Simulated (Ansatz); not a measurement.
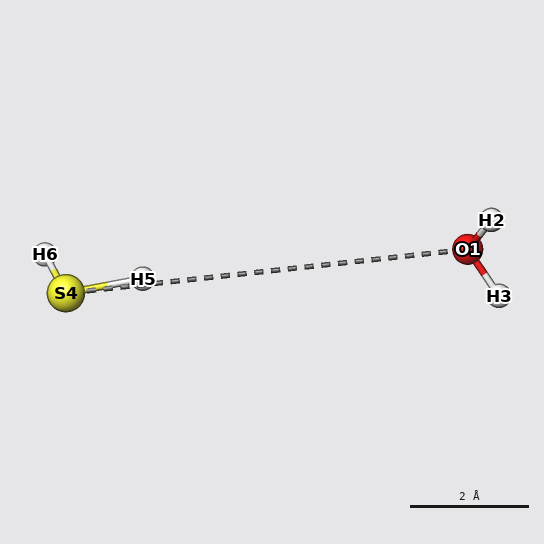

Two molecules or ions; the broken line marks their closest contact (measured against van der Waals radii). Geometry: a pair of rigid molecules at a changed separation. Program: Ansatz 0.2.0.

Question: Which two species are they?

Answer: H2O and H2S (`O.S`).

Question: How long is the contact?

Answer: O1···S4 is 6.89 Å.

Give the counterpoise-corrected interaction energy (kJ/mol, monomers kept as in the pair) with RHF-CCSD(T) (frozen core)/def2-TZVPPD; B3LYP-D4/def2-TZVPPD; PBE-D4/def2-TZVPPD.

```
                                level  interaction energy (kJ/mol)
RHF-CCSD(T) (frozen core)/def2-TZVPPD                         −0.9
                 B3LYP-D4/def2-TZVPPD                         −0.8
                   PBE-D4/def2-TZVPPD                         −0.9
```
